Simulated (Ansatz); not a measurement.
# Phonons of BPtW in the AlB2 type, part 2 of 3

The plan: relax BPtW in the AlB2 type, check its phonons, and, if the lattice is stable, compute its Eliashberg function and ρ(T).

Ansatz 0.2.0; DFT PBE, scalar-relativistic, plane waves, PAW; PAW set soft_1.

So far. Step 2 (Rough relaxation): The largest force is now zero by symmetry and the largest stress component 0.22 GPa. Step 3 (Relaxing cell and atoms): The largest force is now zero by symmetry and the largest stress component 0.014 GPa. The relaxed cell has a = 3.815, c = 3.103 Å (conventional setting).

The structure was built from a prototype and need not be the compound's stable phase.

### Step 4. Tight relaxation

No force is left; the cell is relaxed once more with another smearing and tight thresholds.

File input.yaml:

```yaml
crystal:
  lattice:
    - [3.8146366431, 3.1778e-06, 0.0]
    - [-1.9073210736, 3.3035706502, 0.0]
    - [0.0, 0.0, 3.1028223726]
  atoms:
    - { symbol: W, position: [0.0, 0.0, 0.0] }
    - { symbol: B, position: [0.3333333333, 0.6666666667, 0.5] }
    - { symbol: Pt, position: [0.6666666667, 0.3333333333, 0.5] }
kpoints:
  mp_grid: { grid: [9, 9, 10] }
hamiltonian:
  xc: pbe
  pseudopotentials: { kind: paw, azcp: { folder: soft_1 } }
scf:
  occupations: { method: methfessel_paxton, width: 0.2 }
output:
  forces: true
  stress: true
  eigenvalues: true
relax:
  adjacent_minimum: "off"
  f_tol: 0.001
  max_steps: 60
  cell: { stress_tol: 0.01 }
```

Command:

```console
$ ansatz run input.yaml --threads 4 --pin off --max-ram 12288MiB --backend cpu --events-out ev --progress --plain --runs-dir out
```

Numbers of over 12 decimals in the logs are rounded to 6 here.

The log of the run:

```text
[the first part of the log is left out]
  E_vxc        = -540.411092  (∫ρ·V_xc dr)
  E_paw        = -18139.448747  (= ΣΔE_a)
  E_vpaw       = -482.442783  (= ΣTr[D̂ρ^β])
  E_aug_tail   = 0.001216  (compensation charges beyond the density's cutoff)
  E_ewald      = -4167.898972
  E_smearing   = -0.004501  (= −TS)
  E_closure    = 0.000000  (closes the sum)
  Σ components = -23065.845597   (vs F -23065.845597, Δ=0.00e0)
[...]
--- Stress (GPa, compression-positive) ---
       -0.000442       0.000000       0.000000
        0.000000      -0.000442       0.000000
        0.000000       0.000000       0.000493
  P = ⅓ Tr σ = -0.0001 GPa (-0.001 kbar)
--- Band table (eV; the first three rows and the last of 72) ---
[...]
--- Relaxed structure (4 steps of the walk, 4 accepted, 1 SCFs on fresh bases) ---
[...]
cell:  # Å, volume = 39.1060 Å³
    - [3.813392, 3.1767596874378705e-6, 0]
    - [-1.906699, 3.302492, 0]
    - [0, 0, 3.105200]
  atoms:
    - { symbol: W, position: [0, 0, 0] }
    - { symbol: B, position: [0.333333, 0.666667, 0.500000] }
    - { symbol: Pt, position: [0.666667, 0.333333, 0.500000] }
```

Run time: 5.8 s. Hardware: 4 threads of AMD EPYC 7B13 (Zen 3), shared host; peak memory 0.49 GiB.

Little changed from the start: no atom moved by 0.005 Å and no cell edge by 0.1 %.

Numbers from this step:

```
pressure        : -1.31e-4 GPa
volume per atom : 13.04 Å³/atom
```

The largest force is now zero by symmetry and the largest stress component 4.9e-4 GPa, small enough for phonons.

### Step 5. Phonons: q 2×2×2, k 6×6×6

Couplings are defined for a stable lattice alone, so phonons come first.

File input.yaml:

```yaml
crystal:
  lattice:
    - [3.8133916802, 3.1768e-06, 0.0]
    - [-1.9066985912, 3.3024924812, 0.0]
    - [0.0, 0.0, 3.1051995277]
  atoms:
    - { symbol: W, position: [0.0, 0.0, 0.0] }
    - { symbol: B, position: [0.3333333333, 0.6666666667, 0.5] }
    - { symbol: Pt, position: [0.6666666667, 0.3333333333, 0.5] }
kpoints:
  mp_grid: { grid: [6, 6, 6] }
hamiltonian:
  xc: pbe
  pseudopotentials: { kind: paw, azcp: { folder: soft_1 } }
scf:
  occupations: { method: methfessel_paxton, width: 0.2 }
output:
  eigenvalues: true
phonons:
  method: dfpt
  qmesh: [2, 2, 2]
  temperatures: { t_max: 1000, t_step: 50 }
  qpath:
    path:
      - [[0.0, 0.0, 0.0], [0.5, 0.0, 0.0], [0.33333333, 0.33333333, 0.0], [0.0, 0.0, 0.0], [0.0, 0.0, 0.5], [0.5, 0.0, 0.5], [0.33333333, 0.33333333, 0.5], [0.0, 0.0, 0.5]]
      - [[0.5, 0.0, 0.5], [0.5, 0.0, 0.0]]
      - [[0.33333333, 0.33333333, 0.5], [0.33333333, 0.33333333, 0.0]]
    npoints: 10
```

The log of the run:

```text
[...]
Crystal: 3 atoms, lattice volume = 39.106 Å³
Basis set: ecut = 420 eV, 755 PW (Γ), exchange–correlation on 54×54×48 points (8 copies of the dense FFT grid, shifted against one another)
Bands: 22, of which v1, the nominal top of the filled ones, is band 18 counted from 1 (17 counted from 0)
Symmetry: 12 space group operations
k-points: 28 of 216 (time reversal used)
[...]
SCF iter   1: F=—  HF=-23067.715153 eV  |F-HF|=—  |Δ(HF+E_count)|=         —  Δρ=1.23e-1  dr2=8.47e0  ethr=3.10e-3  ⟨swp⟩=4.0  Hψ=2232  notcnv=0
[...]
SCF iter  10: F=-23065.848492 eV  HF=-23065.848492 eV  |F-HF|=0.00e0  |Δ(HF+E_count)|=  3.64e-12  S|Δr|=    0.00e0  Δρ=5.33e-8  dr2=6.20e-13  ethr=1.00e-12  ⟨swp⟩=5.7  Hψ=2575  notcnv=0
SCF 1 converged in 10 iterations: F = -23065.848492 eV  dr2 = 6.20e-13
[...]
phonons: the bands overlap, so this run is a metal and interpolates without the dipole-dipole term. If the crystal is really an insulator or semiconductor, its LO-TO splitting is missing
NSCF: frozen V_eff on 28 k-points
[...]
DFPT response loops at q = (0, 0, 0) (fractional): preconditioner auto → Kerker (q_TF=auto, 2.678 Å⁻¹) (partly filled bands, converged f_vac=0.000); β = 1.00, the filter's whole step (`scf.mixing.beta` (0.50) is not read by the response loops under this deck's `scf.mixing.preconditioner`; to damp them name `kerker` or `kerker_dos`, under which they read `scf.mixing.beta`, and type it under 1.00, their step now; both keys bind the ground state too); Broyden in place of MSR1
[...]
SCF converged after 10 iterations
Stability not checked: this state was not tested for a lower state beside it, because cold or Methfessel-Paxton smearing, or corrected tetrahedra, fill the levels in a way that the test cannot read (fill_not_monotonic; see scf.lower_state_search)
Free energy (F): -23065.848492 eV
[...]
Internal energy: -23065.853899 eV  (E = F + TS)
E sigma→0 (E₀):  -23065.849844 eV
Entropy (-TS):   0.005407 eV (1.802 meV/atom)
Fermi energy:    20.447797 eV
[...]
--- Band table (eV; the first three rows and the last of 28) ---
  k-point 0: bands = [... 14 lower, 18.3459, 18.3459, 18.5842, 21.8193, 21.8193, 22.0372, 24.8066, 26.6984]
  k-point 1: bands = [... 14 lower, 18.7468, 18.7468, 19.1548, 20.9059, 22.0978, 22.0978, 24.7764, 26.3626]
  k-point 2: bands = [... 14 lower, 19.0164, 19.9511, 19.9511, 21.7078, 22.3288, 22.3288, 24.4996, 25.1978]
  k-point 27: bands = [... 14 lower, 17.8376, 18.0801, 18.4752, 18.7008, 22.6595, 23.7461, 24.4559, 24.6629]
--- Phonons (Γ-DFPT): 6 representative perturbations + reference (Σ response iterations 19) ---
  ASR residual: 3.009e-5 → 0.000e0 eV/Å²; symmetrization residual: 2.866e-6 eV/Å²
  ASR residual per site (eV/Å²): 1.98e-6 1.91e-5 3.01e-5
  Γ frequencies (cm⁻¹): -21.92 0.00 0.00 0.00 167.28 192.59 192.59 484.13 484.13
--- Phonons (arbitrary-q DFPT): 4 irreducible q on the 2×2×2 mesh ---
  q = [0.0000, 0.0000, 0.0000] (star 1, of the zone-centre solve; hermiticity 2.50e-7, symmetrization 8.45e-9): -21.92 -0.00 0.00 0.00 167.28 192.59 192.59 484.13 484.13
  q = [0.0000, 0.0000, -0.5000] (star 1, 6 solved perturbations in 324 linear systems a pass and spin channel, the states on 80 of 216 k-point pairs; hermiticity 1.81e-7, symmetrization 6.02e-8): 35.76 129.24 129.24 139.21 139.21 163.13 223.06 473.08 473.08
[...]
sum rule: each row above includes the acoustic sum rule's correction from the zone centre's row sums; it moved no ω² by more than (0.69 cm⁻¹)²
  mesh force constants: q→R imaginary residual 3.23e-17; ASR residual 3.009e-5 → 0.000e0 eV/Å²; symmetrization residual 1.776e-14 eV/Å²
  interpolated dispersion: 93 rows × 9 modes
  density of states and harmonic sums: on the 20×20×20 q-mesh, interpolated from the force constants of a 2×2×2 supercell (no non-analytic term)
  largest difference from the sums on the solved wave vectors: F 1.50e-1 eV, S 2.02e-4 and C_V 5.25e-5 eV/K
  zero-point energy: 0.112061 eV/cell   skipped modes (ω ≤ 0): 493, of them read as no rigid motion or as one in doubt: 490 (1.017e0 modes/cell left out, lowest -112.68 cm⁻¹)   left out of the sums: 1.13e-1 of the cell's modes: C_V's classical limit lies that fraction below 3 k_B per atom; for a crystal, a wire or a layer, F and S can be off by more, and a phonons.interpolated_qmesh denser along its periods is the remedy for the sampling
```

The job ended after 39 s (4 threads; peak memory 0.62 GiB).

The column dr2 measures how far the density is from self-consistency, as an energy; F and HF (Harris–Foulkes) agree once it is small.

This step gave:

* share of imaginary modes in the plain interpolation between solved wavevectors: 0.1123
* highest frequency, solved or plainly interpolated: 510.8 cm⁻¹

Solved on the 2×2×2 mesh alone; all other wavevectors are interpolated. Phonon branches along the path, in cm⁻¹:

```
    point  branch 1  branch 2  branch 3  branch 4  branch 5  branch 6  branch 7  branch 8  branch 9
        Γ       -22         0         0         0       167       193       193       484       484
        M       -53       -19        77       120       144       181       198       489       511
        K       -24        58        81       129       132       135       217       495       511
        Γ       -22         0         0         0       167       193       193       484       484
        A        36       129       129       139       139       163       223       473       473
        L      -111        80       128       130       163       203       209       479       506
        H      -113        36       105       177       179       182       208       488       500
        A        36       129       129       139       139       163       223       473       473
jump to L      -111        80       128       130       163       203       209       479       506
        M       -53       -19        77       120       144       181       198       489       511
jump to H      -113        36       105       177       179       182       208       488       500
        K       -24        58        81       129       132       135       217       495       511
```

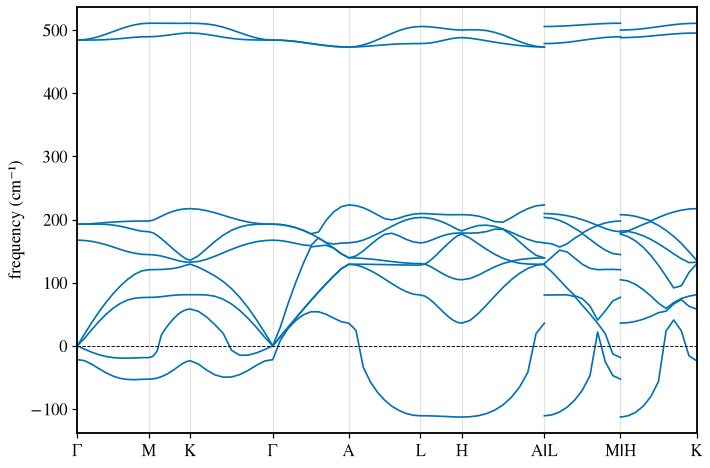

Phonon branches along the path.

Lowest modes at the softest wavevector of the mesh. The modes at q = (0.500, 0.500, 0.500) (shares of kinetic energy by element, %) (negative means imaginary):

```csv
mode,frequency (cm⁻¹),W %,B %,Pt %
1,-110.8,49,2,49
2,80.4,72,0,28
3,127.8,0,6,94
4,130.2,100,0,0
5,163.0,3,83,14
6,203.2,28,0,72
```

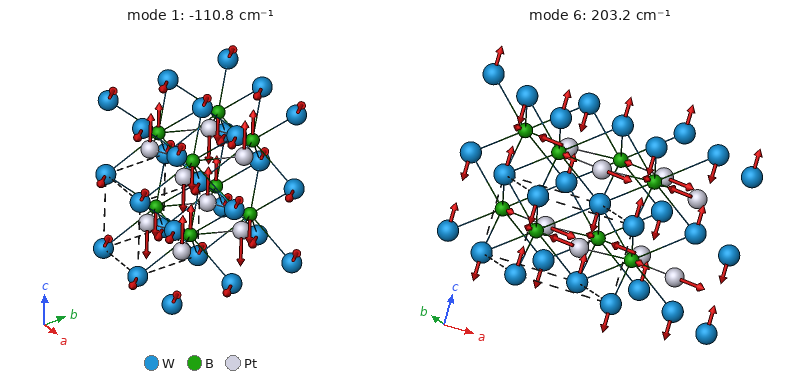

Displacement patterns of modes 1 and 6 at q = (0.500, 0.500, 0.500); arrows are exaggerated. Bonds to atoms that aren't drawn are left out. 2×2×2 cells are drawn. Some periodic images of atoms are drawn too.

Among the solved wavevectors the lowest mode, translations apart, is -111 cm⁻¹, imaginary.

### Step 6. Phonons by linear response: q 3×3×2, k 6×6×8

An imaginary mode on so few k-points may come from the sampling, so the phonons are repeated with another q and k mesh.

input.yaml, as its differences from that of step 5:

```diff
@@ -10,3 +10,3 @@
 kpoints:
-  mp_grid: { grid: [6, 6, 6] }
+  mp_grid: { grid: [6, 6, 8] }
 hamiltonian:
@@ -20,3 +20,3 @@
   method: dfpt
-  qmesh: [2, 2, 2]
+  qmesh: [3, 3, 2]
   temperatures: { t_max: 1000, t_step: 50 }
```

The log of the run:

```text
[...]
Crystal: 3 atoms, lattice volume = 39.106 Å³
Basis set: ecut = 420 eV, 755 PW (Γ), exchange–correlation on 54×54×48 points (8 copies of the dense FFT grid, shifted against one another)
Bands: 22, of which v1, the nominal top of the filled ones, is band 18 counted from 1 (17 counted from 0)
Symmetry: 12 space group operations
k-points: 35 of 288 (time reversal used)
[...]
SCF iter   1: F=—  HF=-23067.686228 eV  |F-HF|=—  |Δ(HF+E_count)|=         —  Δρ=1.23e-1  dr2=8.52e0  ethr=3.10e-3  ⟨swp⟩=4.1  Hψ=2798  notcnv=0
[...]
SCF iter  10: F=-23065.845594 eV  HF=-23065.845594 eV  |F-HF|=0.00e0  |Δ(HF+E_count)|=  1.09e-11  S|Δr|=    0.00e0  Δρ=9.30e-8  dr2=1.88e-12  ethr=1.00e-12  ⟨swp⟩=5.9  Hψ=3210  notcnv=0
SCF 1 converged in 10 iterations: F = -23065.845594 eV  dr2 = 1.88e-12
[...]
SCF converged after 10 iterations
[...]
Free energy (F): -23065.845594 eV
[...]
Internal energy: -23065.842594 eV  (E = F + TS)
E sigma→0 (E₀):  -23065.844844 eV
Entropy (-TS):   -0.003000 eV (-1.000 meV/atom)
Fermi energy:    20.421672 eV
[...]
--- Band table (eV; the first three rows and the last of 35) ---
  k-point 0: bands = [... 14 lower, 18.3521, 18.3521, 18.5655, 21.8054, 21.8054, 22.0298, 24.8082, 26.6940]
  k-point 1: bands = [... 14 lower, 18.5620, 18.5620, 18.9144, 21.2792, 21.9874, 21.9874, 24.8013, 26.5283]
  k-point 2: bands = [... 14 lower, 19.2791, 19.2791, 19.3062, 20.7387, 22.2672, 22.2672, 24.6713, 25.8326]
  k-point 34: bands = [... 14 lower, 17.8453, 18.0651, 18.4911, 18.7308, 22.6413, 23.7540, 24.4437, 24.6673]
[...]
ASR residual: 2.968e-5 → 0.000e0 eV/Å²; symmetrization residual: 2.873e-6 eV/Å²
  ASR residual per site (eV/Å²): 1.33e-5 1.89e-5 2.97e-5
  Γ frequencies (cm⁻¹): -80.23 0.00 0.00 0.00 149.63 177.89 177.89 477.29 477.29
--- Phonons (arbitrary-q DFPT): 6 irreducible q on the 3×3×2 mesh ---
[...]
interpolated dispersion: 93 rows × 9 modes
[...]
```

It took 89 s on 4 threads; peak memory 0.77 GiB; 5.5 min of CPU time.

This step gave:

```yaml
share_of_imaginary_modes_in_the_plain_interpolation_between_solved_wavevectors: 0.1233
highest_frequency_solved_or_plainly_interpolated: 521.9 cm⁻¹
```

Solved on the 3×3×2 mesh alone; all other wavevectors are interpolated. The phonon branches at the labelled points (cm⁻¹):

```
    point  branch 1  branch 2  branch 3  branch 4  branch 5  branch 6  branch 7  branch 8  branch 9
        Γ       -80         0         0         0       150       178       178       477       477
        M       -94       -17        70       127       138       178       194       484       511
        K       -87        58        65       122       128       137       217       485       522
        Γ       -80         0         0         0       150       178       178       477       477
        A       -81       129       129       134       134       160       200       469       469
        L      -137        67       123       124       131       203       203       471       505
        H      -138        39        85       173       180       182       205       489       504
        A       -81       129       129       134       134       160       200       469       469
jump to L      -137        67       123       124       131       203       203       471       505
        M       -94       -17        70       127       138       178       194       484       511
jump to H      -138        39        85       173       180       182       205       489       504
        K       -87        58        65       122       128       137       217       485       522
```

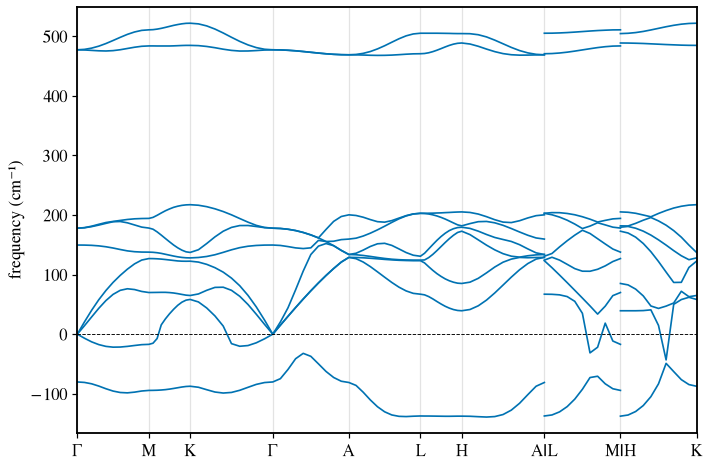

Phonon branches along the path.

Lowest modes at the softest wavevector of the mesh. The modes at q = (-0.333, -0.333, 0.500) (shares of kinetic energy by element, %) (negative means imaginary):

| mode | frequency (cm⁻¹) | W % | B % | Pt % |
| --- | --- | --- | --- | --- |
| 1 | -137.6 | 44 | 0 | 56 |
| 2 | 39.3 | 57 | 1 | 42 |
| 3 | 85.1 | 62 | 38 | 0 |
| 4 | 172.8 | 0 | 0 | 100 |
| 5 | 179.5 | 38 | 62 | 0 |
| 6 | 181.8 | 43 | 4 | 53 |

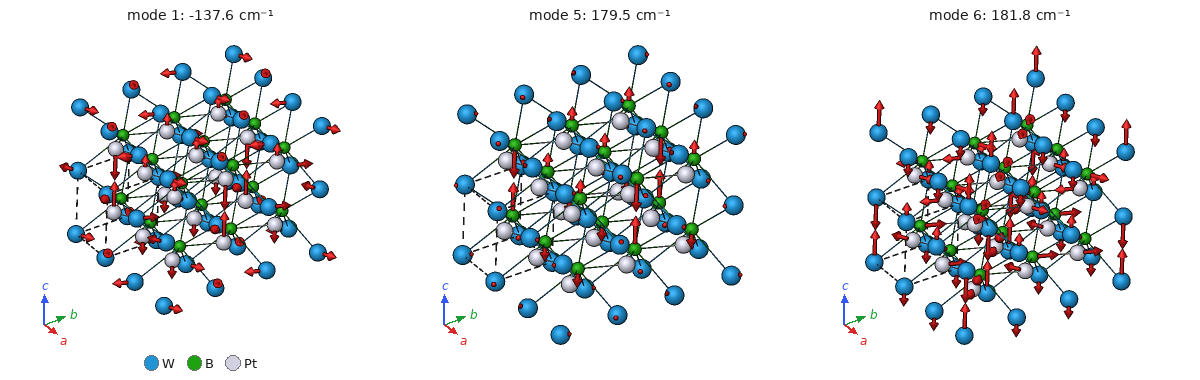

Displacement patterns of modes 1, 5 and 6 at q = (-0.333, -0.333, 0.500); arrows are exaggerated. Bonds to atoms that aren't drawn are left out. 3×3×2 cells are drawn. Some periodic images of atoms are drawn too.

The modes has structure finer than the step of the table below, so its rows give means over 50 cm⁻¹, whole bins alone (the curve runs from -149 to 547 cm⁻¹). Peaks (cm⁻¹: height): B -91.7: 0.0132, 477.2: 0.0632, 503.5: 0.0317; Pt -131.1: 0.00725, 140.2: 0.0200, 192.8: 0.0314; W -91.7: 0.00647, 109.6: 0.0180, 184.0: 0.0250.

Phonopy on the run's constants, 17x17x19 mesh, Gaussian sigma 5.0 cm⁻¹. The modes by wavenumber; means over each step; values in 1/cm⁻¹/cell:

| wavenumber (cm⁻¹) | B | Pt | W |
| --- | --- | --- | --- |
| -100 | 0.00573 | 0.00415 | 0.00412 |
| -50 | 9.3e-4 | 6.1e-4 | 7.2e-4 |
| 0 | 3.2e-4 | 0.00173 | 0.00198 |
| 50 | 0.00233 | 0.00753 | 0.0107 |
| 100 | 0.00499 | 0.00854 | 0.0140 |
| 150 | 0.00533 | 0.0153 | 0.0126 |
| 200 | 0.00164 | 0.0182 | 0.0143 |
| 250 | 0 | 1.3e-5 | 5.6e-6 |
| 300 | 0 | 0 | 0 |
| 350 | 0 | 0 | 0 |
| 400 | 0 | 0 | 0 |
| 450 | 0.00924 | 3.3e-4 | 2.6e-6 |
| 500 | 0.0291 | 0.00124 | 1.1e-5 |

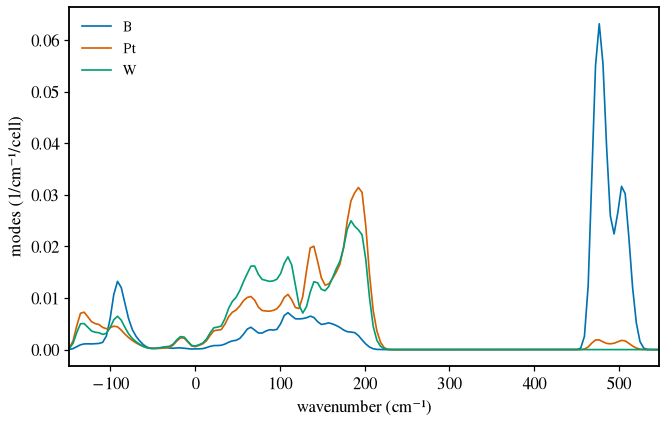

Modes against wavenumber.

No LO-TO term; unit eigenvectors of the mass-weighted matrix. The modes at Γ (shares of kinetic energy by element, %) (negative means imaginary):

```csv
mode,frequency (cm⁻¹),symmetry,W %,B %,Pt %
1,-80.2,A2'',11,88,1
2,0.0,unnamed,47,3,50
3,0.0,unnamed,47,3,50
4,0.0,unnamed,47,3,50
5,149.6,A2'',42,9,49
6,177.9,E',53,4,43
7,177.9,E',53,4,43
8,477.3,E',0,93,7
9,477.3,E',0,93,7
```

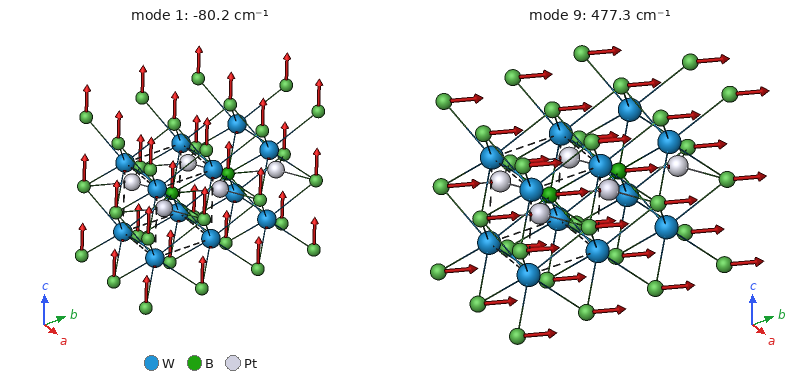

Displacement patterns of modes 1 and 9 at Γ; arrows are exaggerated. 1×2×1 cells are drawn. Some periodic images of atoms are drawn too.

Among the solved wavevectors the lowest mode, translations apart, is -138 cm⁻¹, imaginary.

(Part 2 of 3 ends here.)

[Logs are printed without paths, hosts, clocks, repeated set-up lines and the standing remarks that a program may print on its own settings, such as how far it seeks lower states.]

[Hosts, paths, dates, database ids (printed as entryN), source tags and the programs' standing remarks are cut or masked in the printed files.]
